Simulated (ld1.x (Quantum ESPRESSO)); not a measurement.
**A TM potential for Hf, from input to tests**

Aim: build the potential from the settings below, then test how well it stands in for the atom: other configurations, scattering, ghost states and the plane-wave cutoff that it needs.

Program: ld1.x (Quantum ESPRESSO) 7.5. Reference atom: PBEsol, scalar-relativistic, spherical and spin-unpolarised. All values are calculated.

## (1) Starting point

The settings as typed:

```json
{
  "element": "hafnium (Hf, Z = 72)",
  "type": "norm-conserving Troullier–Martins (Kleinman–Bylander form)",
  "frozen core": "[Xe] 4f14",
  "valence charge": "4",
  "reference configuration": "5d2 6s2 6p0",
  "partial waves": "6s (bound): rc 2.60 bohr; 6p (bound, empty): rc 3.95 bohr; 5d (bound): rc 2.70 bohr",
  "local potential": "the d channel",
  "core correction": "a·sin(br)/r model core inside 1.65 bohr"
}
```

The nodes and maxima of the atom's own shells, from an earlier all-electron run, set the scale for the radii.

All-electron outer shells of the reference configuration (PBEsol, scalar-relativistic, ld1.x):

```tsv
shell	level (eV)	outermost node (bohr)	outermost maximum (bohr)
5p	-35.59	0.60	1.16
4f	-16.86	–	0.45
6s	-5.13	1.37	2.89
5d	-2.71	0.67	1.69
6p	-1.37	1.66	4.05
```

## (2) Generation

Hf.in

```
 &input
   title='Hf', zed=72., rel=1, dft='PBESOL', iswitch=3,
   config='[Xe] 4f14 5d2 6s2 6p0',
   nld=3, rlderiv=4.30, eminld=-2.0, emaxld=5.0, deld=0.02
 /
 &inputp
   pseudotype=2, tm=.true., lloc=2,
   nlcc=.true., rcore=1.65,
   file_pseudopw='Hf.UPF', file_wfcaegen='ae.wfc', file_wfcncgen='nc.wfc', file_beta='beta', file_chi='chi'
 /
3
6S  1  0   2.00   0.00  2.60  2.60  0.0
6P  2  1   0.00   0.00  3.95  3.95  0.0
5D  3  2   2.00   0.00  2.70  2.70  0.0
 &test
   configts(1)='5d2 6s2 6p0'
 /
```

Command:

```sh
$ ld1.x < Hf.in > Hf.out
```

The output, Hf.out (without the banner and most projector matrices):

```text
     Program LD1 v.7.5
     --------------------------- All-electron run ----------------------------

     Hf
     scalar relativistic calculation

     atomic number is 72.00
     dft =PBESOL   lsd =0 sic =0 latt =0  beta=0.20 tr2=1.0E-14
     Exchange-correlation= PBESOL
                           (   1   4  10   8   0   0   0)
     mesh =1271 r(mesh) =  99.31870 a.u. xmin = -7.00 dx = 0.01250
     1 Ry =  13.60569312 eV, c = 137.03599908

     n l     nl                  e(Ry)          e(Ha)          e(eV)
     1 0     1S 1( 2.00)     -4796.7939     -2398.3969    -65263.7055
     2 0     2S 1( 2.00)      -820.3622      -410.1811    -11161.5962
     2 1     2P 1( 6.00)      -720.3752      -360.1876     -9801.2035
     3 0     3S 1( 2.00)      -186.9045       -93.4523     -2542.9654
     3 1     3P 1( 6.00)      -157.0399       -78.5200     -2136.6369
     4 0     4S 1( 2.00)       -37.6315       -18.8158      -512.0027
     4 1     4P 1( 6.00)       -27.8339       -13.9169      -378.6989
     3 2     3D 1(10.00)      -121.6905       -60.8453     -1655.6841
     5 0     5S 1( 2.00)        -4.9274        -2.4637       -67.0408
     5 1     5P 1( 6.00)        -2.6158        -1.3079       -35.5894
     4 2     4D 1(10.00)       -15.1783        -7.5891      -206.5111
     4 3     4F 1(14.00)        -1.2392        -0.6196       -16.8599
     5 2     5D 1( 2.00)        -0.1995        -0.0997        -2.7141
     6 0     6S 1( 2.00)        -0.3771        -0.1885        -5.1307
     6 1     6P 1( 0.00)        -0.1007        -0.0503        -1.3700

     final scf error:  6.9E-15 reached in  28 iterations

     Etot =  -30147.327533 Ry,  -15073.663767 Ha, -410175.286894 eV

     Ekin =   33034.001472 Ry,   16517.000736 Ha,  449450.486647 eV
     Encl =  -74387.071457 Ry,  -37193.535729 Ha,-1012087.666563 eV
     Eh   =   11811.775690 Ry,    5905.887845 Ha,  160707.395271 eV
     Exc  =    -606.033237 Ry,    -303.016619 Ha,   -8245.502249 eV

     normalization and overlap integrals

     s(1S/1S) =  1.000000  <r> =   0.0190  <r2> =    0.0005  r(max) =   0.0120
     s(2S/2S) =  1.000000  <r> =   0.0804  <r2> =    0.0076  r(max) =   0.0679
     s(2P/2P) =  1.000000  <r> =   0.0717  <r2> =    0.0063  r(max) =   0.0556
     s(3S/3S) =  1.000000  <r> =   0.2087  <r2> =    0.0498  r(max) =   0.1917
     s(3P/3P) =  1.000000  <r> =   0.2086  <r2> =    0.0504  r(max) =   0.1893
     s(4S/4S) =  1.000000  <r> =   0.4683  <r2> =    0.2477  r(max) =   0.4375
     s(4P/4P) =  1.000000  <r> =   0.4978  <r2> =    0.2820  r(max) =   0.4599
     s(3D/3D) =  1.000000  <r> =   0.1890  <r2> =    0.0419  r(max) =   0.1550
     s(5S/5S) =  1.000000  <r> =   1.1347  <r2> =    1.4492  r(max) =   1.0109
     s(5P/5P) =  1.000000  <r> =   1.3424  <r2> =    2.0513  r(max) =   1.1599
     s(4D/4D) =  1.000000  <r> =   0.5353  <r2> =    0.3325  r(max) =   0.4716
     s(4F/4F) =  1.000000  <r> =   0.6774  <r2> =    0.5955  r(max) =   0.4542
     s(5D/5D) =  1.000000  <r> =   2.5039  <r2> =    7.8670  r(max) =   1.6876
     s(6S/6S) =  1.000000  <r> =   3.4362  <r2> =   13.4643  r(max) =   2.8888
     s(6P/6P) =  1.000000  <r> =   5.0709  <r2> =   30.0624  r(max) =   4.0484

     ------------------------ End of All-electron run ------------------------

     --------------------- Generating NC pseudopotential ---------------------

      Generating local pot.: lloc=2, matching radius rcloc =   2.7000

      Computing core charge for nlcc:

       r > 1.67 : true rho core
       r < 1.67 : rho core = a sin(br)/r    a=   5.85  b=   1.58

      Integrated core pseudo-charge :   8.34

      Wfc   6S  rcut= 2.581  Using Troullier-Martins method

      Wfc   6P  rcut= 3.948  Using Troullier-Martins method

     ------------------- End of pseudopotential generation -------------------

     [... the all-electron block is printed once more ...]


     Computing logarithmic derivative in   4.28278
     Computing logarithmic derivative in   4.28278
     Computing the partial wave expansion
     R is outside the sphere for l=    0 j= 0.00
     R is outside the sphere for l=    1 j= 0.00
       no projector for channel:   2

     ---------------------- Testing the pseudopotential ----------------------

     Hf
     scalar relativistic calculation

     atomic number is 72.00   valence charge is  4.00
     dft =PBESOL   lsd =0 sic =0 latt =0  beta=0.20 tr2=1.0E-14
     mesh =1271 r(mesh) =  99.31870 xmin = -7.00 dx = 0.01250

     n l     nl             e AE (Ry)        e PS (Ry)    De AE-PS (Ry)
     3 2     5D   1( 2.00)       -0.19948       -0.19948        0.00000
     1 0     6S   1( 2.00)       -0.37710       -0.37710        0.00000
     2 1     6P   1( 0.00)       -0.10069       -0.10069        0.00000

     eps = 2.2E-16  iter = 16

     Etot =  -30147.327533 Ry,  -15073.663767 Ha, -410175.286894 eV
     Etotps =   -14.754938 Ry,      -7.377469 Ha,    -200.751163 eV

     Ekin =       4.970449 Ry,       2.485224 Ha,      67.626400 eV
     Encl =     -13.798759 Ry,      -6.899379 Ha,    -187.741678 eV
     Ehrt =       4.869076 Ry,       2.434538 Ha,      66.247160 eV
     Ecxc =     -11.508698 Ry,      -5.754349 Ha,    -156.583816 eV
     (Ecc =      -9.035457 Ry,      -4.517728 Ha,    -122.933650 eV)
     Epseu=       0.712994 Ry,       0.356497 Ha,       9.700771 eV

     ---------------------- End of pseudopotential test ----------------------
```

Wall time 2.1 s (1 thread of Neoverse-V1, shared host). (Generation and the later configuration tests together.)

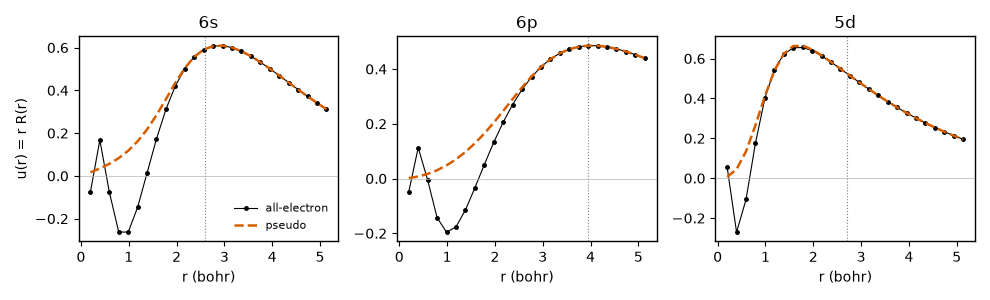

Bound waves of the atom and their pseudo partners (6s, 6p, 5d), with the matching radii dotted. The curves join 26 sampled radii, too few to resolve the innermost nodes.

## (3) Transferability test

Hf.test.in

```
 &input
   title='Hf', zed=72., rel=1, dft='PBESOL', iswitch=2,
   config='[Xe] 4f14 5d2 6s2 6p0'
 /
 &test
   file_pseudo='Hf.UPF', nconf=8,
   configts(1)='5d2 6s2 6p0',
   configts(2)='5d2 6s1 6p0',
   configts(3)='5d2 6s0 6p0',
   configts(4)='5d1 6s0 6p0',
   configts(5)='5d2 6s0 6p1',
   configts(6)='5d2 6s1.5 6p0',
   configts(7)='5d1 6s2 6p1',
   configts(8)='5d3 6s0 6p0'
 /
```

Command:

```sh
$ ld1.x < Hf.test.in > Hf.test.out
```

Hf.test.out, the pseudopotential blocks, each with the warnings that came before it:

```text
     ---------------------- Testing the pseudopotential ----------------------

     Hf
     scalar relativistic calculation

     atomic number is 72.00   valence charge is  4.00
     dft =PBESOL   lsd =0 sic =0 latt =0  beta=0.20 tr2=1.0E-14
     mesh =1271 r(mesh) =  99.31870 xmin = -7.00 dx = 0.01250

     n l     nl             e AE (Ry)        e PS (Ry)    De AE-PS (Ry)
     3 2     5D   1( 2.00)       -0.19948       -0.19948        0.00000
     1 0     6S   1( 2.00)       -0.37710       -0.37710        0.00000
     2 1     6P   1( 0.00)       -0.10069       -0.10069        0.00000

     eps = 5.0E-16  iter = 16

     Etot =  -30147.327533 Ry,  -15073.663767 Ha, -410175.286894 eV
     Etotps =   -14.754938 Ry,      -7.377469 Ha,    -200.751163 eV

     Ekin =       4.970449 Ry,       2.485224 Ha,      67.626400 eV
     Encl =     -13.798759 Ry,      -6.899379 Ha,    -187.741678 eV
     Ehrt =       4.869076 Ry,       2.434538 Ha,      66.247160 eV
     Ecxc =     -11.508698 Ry,      -5.754349 Ha,    -156.583817 eV
     (Ecc =      -9.035457 Ry,      -4.517728 Ha,    -122.933650 eV)
     Epseu=       0.712994 Ry,       0.356497 Ha,       9.700771 eV

     ---------------------- End of pseudopotential test ----------------------

     Warning: n=2, l=1 expected 0 nodes, found 1
     ---------------------- Testing the pseudopotential ----------------------

     Hf
     [...]
     n l     nl             e AE (Ry)        e PS (Ry)    De AE-PS (Ry)
     3 2     5D   1( 2.00)       -0.67976       -0.67949       -0.00027
     1 0     6S   1( 1.00)       -0.80898       -0.81007        0.00109
     2 1     6P   1( 0.00)       -0.46543       -0.59621        0.13078  !

     eps = 4.1E-16  iter =  9

     Etot =  -30146.738930 Ry,  -15073.369465 Ha, -410167.278537 eV
     Etotps =   -14.165671 Ry,      -7.082835 Ha,    -192.733772 eV
     dEtot_ae =       0.588603 Ry
     dEtot_ps =       0.589267 Ry,   Delta E=      -0.000664 Ry

     [...]
     ---------------------- End of pseudopotential test ----------------------

     ---------------------- Testing the pseudopotential ----------------------

     Hf
     [...]
     n l     nl             e AE (Ry)        e PS (Ry)    De AE-PS (Ry)
     3 2     5D   1( 2.00)       -1.22693       -1.22961        0.00268
     1 0     6S   1( 0.00)       -1.27842       -1.28314        0.00472
     2 1     6P   1( 0.00)       -0.87096       -0.87096        0.00000

     eps = 6.8E-15  iter = 20

     Etot =  -30145.698005 Ry,  -15072.849003 Ha, -410153.116035 eV
     Etotps =   -13.121842 Ry,      -6.560921 Ha,    -178.531754 eV
     dEtot_ae =       1.629528 Ry
     dEtot_ps =       1.633096 Ry,   Delta E=      -0.003568 Ry

     [...]
     ---------------------- End of pseudopotential test ----------------------

     Warning: n=1, l=0 expected 0 nodes, found 1
     ---------------------- Testing the pseudopotential ----------------------

     Hf
     [...]
     n l     nl             e AE (Ry)        e PS (Ry)    De AE-PS (Ry)
     3 2     5D   1( 1.00)       -1.99168       -2.02454        0.03286  !
     1 0     6S   1( 0.00)       -1.89303       -1.89303        0.00000
     2 1     6P   1( 0.00)       -1.40130       -1.40130        0.00000

     eps = 1.0E-14  iter =  5

     Etot =  -30144.097638 Ry,  -15072.048819 Ha, -410131.341933 eV
     Etotps =   -11.505377 Ry,      -5.752688 Ha,    -156.538624 eV
     dEtot_ae =       3.229895 Ry
     dEtot_ps =       3.249562 Ry,   Delta E=      -0.019667 Ry

     [...]
     ---------------------- End of pseudopotential test ----------------------

     BEWARE! Errors in PS-KS equations
     Warning: n=3, l=2 expected 0 nodes, found 1
     ---------------------- Testing the pseudopotential ----------------------

     Hf
     [...]
     n l     nl             e AE (Ry)        e PS (Ry)    De AE-PS (Ry)
     3 2     5D   1( 2.00)       -0.76367       -1.22961        0.46595  !
     1 0     6S   1( 0.00)       -0.86977       -1.13070        0.26093  !
     2 1     6P   1( 1.00)       -0.52026       -0.52026        0.00000

     eps = 1.8E-16  iter = 14

     Etot =  -30146.392382 Ry,  -15073.196191 Ha, -410162.563516 eV
     Etotps =   -13.642107 Ry,      -6.821054 Ha,    -185.610322 eV
     dEtot_ae =       0.935151 Ry
     dEtot_ps =       1.112831 Ry,   Delta E=      -0.177680 Ry

     [...]
     ---------------------- End of pseudopotential test ----------------------

     ---------------------- Testing the pseudopotential ----------------------

     Hf
     [...]
     n l     nl             e AE (Ry)        e PS (Ry)    De AE-PS (Ry)
     3 2     5D   1( 2.00)       -0.42968       -0.42934       -0.00034
     1 0     6S   1( 1.50)       -0.58672       -0.58712        0.00040
     2 1     6P   1( 0.00)       -0.27586       -0.27586        0.00000

     eps = 9.7E-15  iter = 14

     Etot =  -30147.087280 Ry,  -15073.543640 Ha, -410172.018079 eV
     Etotps =   -14.514511 Ry,      -7.257256 Ha,    -197.479988 eV
     dEtot_ae =       0.240253 Ry
     dEtot_ps =       0.240427 Ry,   Delta E=      -0.000173 Ry

     [...]
     ---------------------- End of pseudopotential test ----------------------

     BEWARE! Errors in PS-KS equations
     ---------------------- Testing the pseudopotential ----------------------

     Hf
     [...]
     n l     nl             e AE (Ry)        e PS (Ry)    De AE-PS (Ry)
     3 2     5D   1( 1.00)       -0.36789       -0.80203        0.43414  !
     1 0     6S   1( 2.00)       -0.48357       -0.87574        0.39217  !
     2 1     6P   1( 1.00)       -0.16769       -0.16769        0.00000

     eps = 6.9E-15  iter = 22

     Etot =  -30147.179984 Ry,  -15073.589992 Ha, -410173.279391 eV
     Etotps =   -14.436902 Ry,      -7.218451 Ha,    -196.424055 eV
     dEtot_ae =       0.147549 Ry
     dEtot_ps =       0.318037 Ry,   Delta E=      -0.170488 Ry

     [...]
     ---------------------- End of pseudopotential test ----------------------

     ---------------------- Testing the pseudopotential ----------------------

     Hf
     [...]
     n l     nl             e AE (Ry)        e PS (Ry)    De AE-PS (Ry)
     3 2     5D   1( 3.00)       -0.58546       -0.58062       -0.00483
     1 0     6S   1( 0.00)       -0.74894       -0.75263        0.00369
     2 1     6P   1( 0.00)       -0.42629       -0.43247        0.00618  !

     eps = 2.5E-17  iter =  9

     Etot =  -30146.592117 Ry,  -15073.296059 Ha, -410165.281055 eV
     Etotps =   -14.013214 Ry,      -7.006607 Ha,    -190.659484 eV
     dEtot_ae =       0.735416 Ry
     dEtot_ps =       0.741725 Ry,   Delta E=      -0.006309 Ry

     [...]
     ---------------------- End of pseudopotential test ----------------------
```

2 tests gave no usable energy difference (5d2 6s0 6p1; 5d1 6s2 6p1).

The tests as a table, with energies relative to 5d2 6s2 6p0. A star marks tests that logged a warning.

| valence configuration | charge | ΔE all-electron (eV) | error AE − PS (meV) |
| --- | --- | --- | --- |
| 5d2 6s1 6p0 * | +1 | 8.008 | -9.0 |
| 5d2 6s0 6p0 | +2 | 22.171 | -49 |
| 5d1 6s0 6p0 * | +3 | 43.945 | -268 |
| 5d2 6s1.5 6p0 | +0.5 | 3.269 | -2.4 |
| 5d3 6s0 6p0 | +1 | 10.006 | -86 |

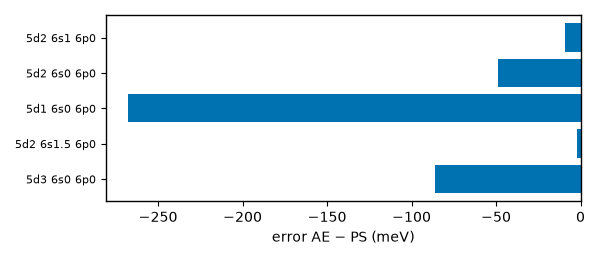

Error of the potential in each test configuration.

## (4) Does it scatter like the atom?

Taken from the files of the generation run. The phase is arctan(r·u′/u) with u = r·R, unwrapped, with energies in Ry. A pole is an energy at which the radial function vanishes at the test radius. The pseudo phase is shifted by a multiple of π to meet the all-electron one at the reference energy. Levels narrower than the energy grid can be missing from the poles. The last column is the largest difference on the grid between −1 and +1 Ry.

| channel | radius (bohr) | reference (Ry) | poles AE | poles PS | window around the reference with phases within 0.05 rad (Ry) | largest difference near zero (rad) |
| --- | --- | --- | --- | --- | --- | --- |
| s | 4.28 | -0.38 | -0.02, 2.87 | -0.02, 2.67 | below 1.0 | 0.018 |
| p | 4.28 | -0.10 | 0.64, 3.79 | 0.69, 3.71 | below 1.5 | 0.017 |
| d | 4.28 | -0.20 | -0.09, 1.93 | -0.09, 1.96 | below 3.2 | 0.032 |

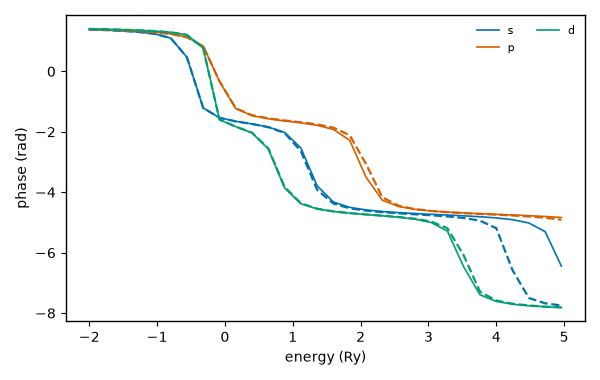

Phases by channel: all-electron solid, pseudo dashed.

## (5) Plane-wave convergence, by spherical Bessel functions

A separate test, outside the generator: the pseudo-atom's Hamiltonian at the reference potential is diagonalised in spherical Bessel functions j_l(qr) that vanish at 20 bohr, with q² up to the cutoff.

All-electron valence levels (Ry): 6s -0.3771, 6p -0.1007, 5d -0.1995. The lowest levels of each channel (Ry) by cutoff; the last column sums, over occupied levels, occupation times the distance from the level at 400 Ry. A positive value at high cutoff is not a bound level.

```
cutoff (Ry)     s #1     s #2     p #1     d #1    f #1  Σ f·Δε (mRy)
          8  -1.3816  -0.3732  -0.1007  -0.0752  0.1039         256.3
         10  -1.7823  -0.3754  -0.1007  -0.1182  0.1039         166.1
         12  -2.0154  -0.3765  -0.1007  -0.1538  0.1039          92.5
         15  -2.1259  -0.3769  -0.1007  -0.1778  0.1039          43.7
         21  -2.1763  -0.3770  -0.1007  -0.1982  0.1039           2.8
         25  -2.1764  -0.3770  -0.1007  -0.1992  0.1039           0.6
         30  -2.1770  -0.3771  -0.1007  -0.1994  0.1039           0.1
         35  -2.1775  -0.3771  -0.1007  -0.1994  0.1039           0.1
        400  -2.1777  -0.3771  -0.1007  -0.1995  0.1039           0.0
```

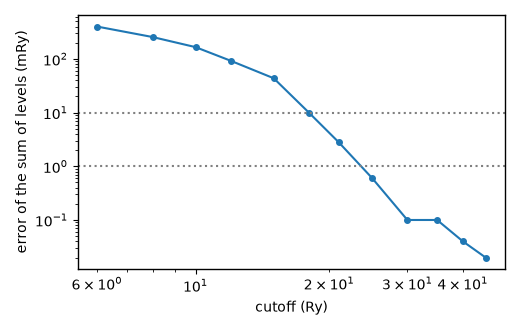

Occupation-weighted error of the valence levels against the cutoff; the dotted lines mark 10 and 1 mRy.

The sum stays within 10 mRy from 21 Ry and within 1 mRy from 25 Ry. The sum leaves out empty levels, which can need more. Ghost test: ghost state, bound below the all-electron valence or empty levels of the same l: s at -29.6 eV.

## (6) What came out

| quantity | value |
| --- | --- |
| cutoffs for 10 and 1 mRy, occupied levels | 21 Ry and 25 Ry |
| bound ghosts | s at -29.63 eV |
| largest test error (AE − PS) | -268 meV, for 5d1 6s0 6p0 (one of 4 tests with a warning) (2 tests unsolved) |
| largest phase difference near zero energy, channels read | 0.032 rad |

In words: A bound ghost (s) makes it unfit for use: electrons can fall into a state that the atom doesn't have. By total energies transferability is poor: the largest error is 268 meV on 43.9 eV, for 5d1 6s0 6p0. Of the tests 2 gave no usable energy difference, which is a warning in itself. By its cutoff, 21 Ry for the looser tolerance, it is soft on the atom at that tolerance. The slowest occupied level is 5d: taken alone it needs 25 Ry to come within 1 mRy, against 12 Ry for 6s. Of the channels read, d scatters worst near zero energy, by up to 0.03 rad. All of this concerns the isolated atom, not yet a solid.
